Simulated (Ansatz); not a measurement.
**BH− (doublet): one geometry, many settings at distance B1–H2 = 2.024 Å**

Aim: run BH− (doublet) at one geometry under a spread of methods and options, and see what each costs and gives.

Program: Ansatz 0.2.0, Gaussian basis. Level of theory: the settings change from run to run. These are calculated values, not measurements.

17 further runs of the same task are left out: 14 that didn't finish, 3 set aside as unsound or not needed.

## (1) The geometry

The geometry derives from a PBE0/def2-TZVPD stationary point (not a proven minimum). One bond is set to the value named and the two fragments are kept rigid.

2 atoms, charge -1, spin multiplicity 2.

Atoms are counted from 1 here; the program's logs count them from 0.

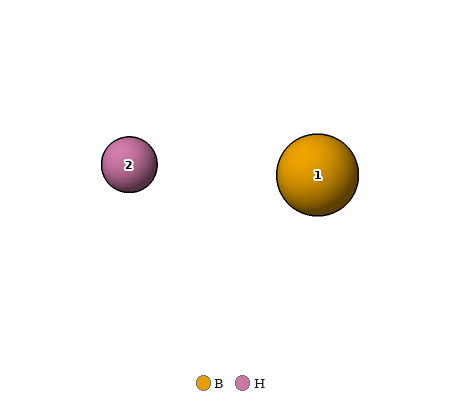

The structure; boron amber, hydrogen pink; atoms are numbered from 1 in the order of the file.

Geometry (Å):

```xyz
2
charge -1, multiplicity 2
B     0.0000    0.0000    0.0000
H     0.0000    0.0000    2.0240
```

## (2) CCSD on UHF/6-31++G**

Contents of in.yaml:

```yaml
crystal:
  periodic: [false, false, false]
  atoms:
    - {symbol: B, position_ang: [0.000000, 0.000000, 0.000000]}
    - {symbol: H, position_ang: [0.000000, 0.000000, 2.024000]}
basis:
  gaussian: {orbitals: "6-31++G**"}
total_charge: -1
magnetization: {spin_polarized: true, initial_magnetization: 1}
correlation: {method: ccsd, electrons: outside_noble_gas}
scf: {omitted_lower_state_checks: [cluster_reference]}
```

Run with:

```console
> ansatz run in.yaml --threads 1 --pin off --events-out ev --progress --plain --max-ram 2393MiB
```

The log of the run, cut to the lines that bear on the results:

```text
Functional definition: HF
  name "HF"
  cite "Fock, Z. Phys. 61, 126 (1930) doi:10.1007/BF01340294"
  parent pbe
[...]
218 factors; integrals over basis functions are off by at most 1.4e-3 eV
[...]
mean field -681.81263175 eV, -25.0561520677 hartree, gradient 2.5e-6 eV, S^2 0.766990; 9 other end points of the search recorded, 0 dependent functions left out
1 core orbitals not correlated: weight in the atoms' cores, before any rotation towards them, 1.000 or more for the frozen orbitals, at most 0.000 for the correlated occupied ones
reference -681.81263175 eV, -25.0561520677 hartree; 3, 2 occupied and 21, 22 virtual orbitals, 218 factors
second order -1.77532673 eV of doubles, -0.00000000 eV of singles
cycle   1  -2.16628294 eV  change   -3.9e-1 eV  update   7.6e-2
[...]
cycle  14  -2.47705156 eV  change   -1.1e-6 eV  update   1.5e-6
Total energy: -684.28968331 eV, -25.1471820336 hartree
Checks for a lower state left out: cluster_reference
```

Run time: 0.51 s. Hardware: 1 thread of Arm Neoverse N1, shared host.

From the report: ⟨S²⟩ of the determinant 0.767 (pure doublet: 0.75); correlation -2.4771 eV; T1 0.037; largest double amplitude 0.13.

## (3) CCSD(T) on UHF/STO-3G

Contents of in.yaml:

```yaml
crystal:
  periodic: [false, false, false]
  atoms:
    - {symbol: B, position_ang: [0.000000, 0.000000, 0.000000]}
    - {symbol: H, position_ang: [0.000000, 0.000000, 2.024000]}
basis:
  gaussian: {orbitals: STO-3G}
total_charge: -1
magnetization: {spin_polarized: true, initial_magnetization: 1}
correlation: {method: ccsd_t, electrons: valence, diis_vectors: 12}
output: {forces: true}
```

Same command.

The log of the run, cut to the lines that bear on the results:

```text
Functional definition: HF
  name "HF"
  cite "Fock, Z. Phys. 61, 126 (1930) doi:10.1007/BF01340294"
  parent pbe
[...]
71 factors; integrals over basis functions are off by at most 2.1e-6 eV
[...]
mean field -664.54703698 eV, -24.4216531628 hartree, gradient 1.4e-6 eV, S^2 0.838594; 10 other end points of the search recorded, 0 dependent functions left out
determinant -664.54703698 eV, -24.4216531628 hartree, with singles and doubles -665.91749717 eV, -24.4720166460 hartree
determinant -662.03656303 eV, -24.3293949470 hartree, with singles and doubles -663.46190837 eV, -24.3817754219 hartree
determinant -661.69979372 eV, -24.3170189028 hartree, with singles and doubles -662.74737008 eV, -24.3555166242 hartree
determinant -661.60517720 eV, -24.3135418100 hartree, with singles and doubles -663.08618738 eV, -24.3679679303 hartree
1 core orbitals not correlated: weight in the atoms' cores, before any rotation towards them, 1.000 or more for the frozen orbitals, at most 0.000 for the correlated occupied ones
reference -664.54703698 eV, -24.4216531628 hartree; 3, 2 occupied and 2, 3 virtual orbitals, 71 factors
second order -0.69387278 eV of doubles, -0.00000000 eV of singles
cycle   1  -0.96892342 eV  change   -2.8e-1 eV  update   7.3e-2
[...]
cycle  17  -1.37354850 eV  change   5.7e-10 eV  update   1.4e-8
perturbative correction 0.00006113 eV, 0.0000022465 hartree
WARN: these amplitudes may be one of several solutions (largest doubles amplitude 0.18, level shift 0.14 eV)
[...]
Total energy: -665.92052434 eV, -24.4721278925 hartree
Atom 0 at     0.000000     0.000000     0.000000 Å, force     0.000000     0.000000     3.149826 eV/Å
Atom 1 at     0.000000     0.000000     2.024000 Å, force    -0.000000     0.000000    -3.149826 eV/Å
Dipole moment:     0.000000    -0.000000    -0.427494 e Å
```

Run time: 0.42 s. Hardware: 1 thread of Arm Neoverse N1, shared host.

From the report: ⟨S²⟩ of the determinant 0.839 (pure doublet: 0.75); correlation -1.3735 eV; T1 0.049; largest double amplitude 0.18. The report flags that the cluster equations may have other roots.

## (4) CISDT/def2-SVPD

Contents of in.yaml:

```yaml
crystal:
  periodic: [false, false, false]
  atoms:
    - {symbol: B, position_ang: [0.000000, 0.000000, 0.000000]}
    - {symbol: H, position_ang: [0.000000, 0.000000, 2.024000]}
basis:
  gaussian: {orbitals: def2-SVPD}
total_charge: -1
magnetization: {spin_polarized: false, initial_magnetization: 1}
correlation: {active_space: {ras: {orbitals: [2, 1, 24], electrons: 5, max_holes: 3, max_particles: 3}, fixed_orbitals: true}}
accuracy: high
scf: {lower_state_search: light}
output: {forces: true}
```

The command is unchanged.

The log of the run, cut to the lines that bear on the results:

```text
Functional definition: HF
  name "HF"
  cite "Fock, Z. Phys. 61, 126 (1930) doi:10.1007/BF01340294"
  parent pbe
[...]
518 factors; integrals over basis functions are off by at most 2.8e-9 eV
[...]
mean field -680.83759331 eV, -25.0203200657 hartree, gradient 1.4e-8 eV, S^2 0.750000; 4 other end points of the search recorded, 0 dependent functions left out
reference -680.83759331 eV, -25.0203200657 hartree; 4, 3 occupied and 24, 25 virtual orbitals, 518 factors
state -683.73922488 eV, -25.1269530592 hartree
[...]
Total energy: -683.73922488 eV, -25.1269530592 hartree
Atom 0 at     0.000000     0.000000     0.000000 Å, force    -0.000000     0.000000     1.666808 eV/Å
Atom 1 at     0.000000     0.000000     2.024000 Å, force     0.000000    -0.000000    -1.666808 eV/Å
Dipole moment:    -0.000000    -0.000000    -0.341106 e Å
```

It took 2.5 s on 1 thread of Arm Neoverse N1, shared host.

From the report: 22,582 determinants.

## (5) CASCI(3,2)/6-31G

Contents of in.yaml:

```yaml
crystal:
  periodic: [false, false, false]
  atoms:
    - {symbol: B, position_ang: [0.000000, 0.000000, 0.000000]}
    - {symbol: H, position_ang: [0.000000, 0.000000, 2.024000]}
basis:
  gaussian: {orbitals: 6-31G}
total_charge: -1
magnetization: {spin_polarized: false, initial_magnetization: 1}
correlation: {active_space: {window: {electrons: 3, orbitals: 2}, fixed_orbitals: true}}
scf: {lower_state_search: light}
```

Launched as before.

The log of the run:

```text
Functional definition: HF
  name "HF"
  cite "Fock, Z. Phys. 61, 126 (1930) doi:10.1007/BF01340294"
  parent pbe
  exchange = exact_x
  correlation = 0
158 factors; integrals over basis functions are off by at most 2.5e-4 eV
mean field evaluation 1: about -679.7742 eV, gradient 9.2e0 eV
mean field evaluation 2: about -679.7774 eV, gradient 9.2e0 eV
mean field evaluation 4: about -680.7245 eV, gradient 9.4e-1 eV
mean field evaluation 8: about -680.7311 eV, gradient 1.3e-4 eV
mean field evaluation 16: about -680.7311 eV, gradient 1.1e-6 eV
mean field -680.73107663 eV, -25.0164056500 hartree, gradient 1.5e-6 eV, S^2 0.750000; 2 other end points of the search recorded, 0 dependent functions left out
reference -680.73107663 eV, -25.0164056500 hartree; 4, 3 occupied and 7, 8 virtual orbitals, 158 factors
state -680.73107663 eV, -25.0164056500 hartree
Total energy: -680.73107663 eV, -25.0164056500 hartree
```

Run time: 0.09 s. Hardware: 1 thread of Arm Neoverse N1, shared host.

From the report: 1 determinant; active occupations 2.00, 1.00. With so small a space the active step adds no correlation: the energy is the mean field's.

## (6) CCSDT(Q) on ROHF/6-31++G**

Contents of in.yaml:

```yaml
crystal:
  periodic: [false, false, false]
  atoms:
    - {symbol: B, position_ang: [0.000000, 0.000000, 0.000000]}
    - {symbol: H, position_ang: [0.000000, 0.000000, 2.024000]}
basis:
  gaussian: {orbitals: "6-31++G**"}
total_charge: -1
magnetization: {spin_polarized: false, initial_magnetization: 1}
hamiltonian: {pseudopotentials: {relativity: none}}
correlation: {method: ccsdt_q, electrons: outside_noble_gas}
scf: {lower_state_search: off}
```

Launched as before.

The log of the run, cut to the lines that bear on the results:

```text
Functional definition: HF
  name "HF"
  cite "Fock, Z. Phys. 61, 126 (1930) doi:10.1007/BF01340294"
  parent pbe
[...]
383 factors; integrals over basis functions are off by at most 1.9e-7 eV
[...]
mean field -681.74715500 eV, -25.0537458414 hartree, gradient 2.0e-6 eV, S^2 0.750000; 0 other end points of the search recorded, 0 dependent functions left out
1 core orbitals not correlated: weight in the atoms' cores, before any rotation towards them, 1.000 or more for the frozen orbitals, at most 0.000 for the correlated occupied ones
reference -681.74715500 eV, -25.0537458414 hartree; 3, 2 occupied and 21, 22 virtual orbitals, 383 factors
second order -1.80809518 eV of doubles, -0.03761746 eV of singles
cycle   1  -2.24339857 eV  change   -4.0e-1 eV  update   8.1e-2
[...]
cycle  20  -2.67399435 eV  change    2.0e-7 eV  update   1.8e-7
perturbative correction -0.00243619 eV, -0.0000895284 hartree
Total energy: -684.42358555 eV, -25.1521028498 hartree
Checks for a lower state left out: stability, starts, cluster_reference, orbital_swaps, neighbouring_geometries, increment
```

It took 3 s on 1 thread of Arm Neoverse N1, shared host.

From the report: correlation -2.6764 eV; T1 0.040; largest double amplitude 0.15.

## (7) CCSD(T) on ROHF/def2-mTZVP

Contents of in.yaml:

```yaml
crystal:
  periodic: [false, false, false]
  atoms:
    - {symbol: B, position_ang: [0.000000, 0.000000, 0.000000]}
    - {symbol: H, position_ang: [0.000000, 0.000000, 2.024000]}
basis:
  gaussian: {orbitals: def2-mTZVP, fitting: {mean_field: def2-universal-jkfit}}
total_charge: -1
magnetization: {spin_polarized: false, initial_magnetization: 1}
correlation: {method: ccsd_t, electrons: all}
scf: {lower_state_search: full}
output: {forces: true}
```

The command is unchanged.

The log of the run, cut to the lines that bear on the results:

```text
Functional definition: HF
  name "HF"
  cite "Fock, Z. Phys. 61, 126 (1930) doi:10.1007/BF01340294"
  parent pbe
[...]
93 factors; integrals over basis functions are off by at most 1.1e0 eV
[...]
mean field -681.75356413 eV, -25.0539813727 hartree, gradient 7.6e-7 eV, S^2 0.750000; 7 other end points of the search recorded, 0 dependent functions left out
[...]
determinant -681.75356413 eV, -25.0539813727 hartree, with singles and doubles -684.54775104 eV, -25.1566658476 hartree
determinant -679.59422699 eV, -24.9746271964 hartree, with singles and doubles -682.40013130 eV, -25.0777422777 hartree
determinant -679.14073678 eV, -24.9579617386 hartree, with singles and doubles -681.89075574 eV, -25.0590230713 hartree
reference -681.75356413 eV, -25.0539813727 hartree; 4, 3 occupied and 18, 19 virtual orbitals, 93 factors
second order -2.01958325 eV of doubles, -0.03552844 eV of singles
cycle   1  -2.79362788 eV  change    5.6e-4 eV  update   8.6e-4
[...]
cycle  10  -2.79328970 eV  change   -8.4e-7 eV  update   4.8e-7
perturbative correction -0.08929532 eV, -0.0032815425 hartree
[...]
Total energy: -684.63614915 eV, -25.1599144183 hartree
Atom 0 at     0.000000     0.000000     0.000000 Å, force    -0.000000    -0.000000     1.528241 eV/Å
Atom 1 at     0.000000     0.000000     2.024000 Å, force     0.000000     0.000000    -1.528241 eV/Å
Dipole moment:     0.000000     0.000000    -0.218983 e Å
```

It took 1 s on 1 thread of Arm Neoverse N1, shared host.

From the report: correlation -2.8826 eV; T1 0.030; largest double amplitude 0.10.

## (8) The runs in one table

 † marks a result that the program doubts.

| level | correlated | functions | energy (eV) | time |
| --- | --- | --- | --- | --- |
| CCSD on UHF/6-31++G** | outside noble gas | 25 | -684.2897 | 0.51 s |
| CCSD(T) on UHF/STO-3G † | valence | 6 | -665.9205 | 0.42 s |
| CISDT/def2-SVPD | outside noble gas | 28 | -683.7392 | 2.5 s |
| CASCI(3,2)/6-31G |  | 11 | -680.7311 | 0.09 s |
| CCSDT(Q) on ROHF/6-31++G** | outside noble gas | 25 | -684.4236 | 3 s |
| CCSD(T) on ROHF/def2-mTZVP | all | 22 | -684.6361 | 1 s |

## (9) Results

| quantity | value |
| --- | --- |
| runs | 6 |
| quickest | CASCI(3,2)/6-31G, 0.09 s |
| slowest | CCSDT(Q) on ROHF/6-31++G**, 3 s |

In words: Total energies in different bases, with other cores or another treatment of relativity can't be set against each other. CCSDT(Q) on ROHF/6-31++G** took 33 times as long as CASCI(3,2)/6-31G; the jobs differ in more than the method.
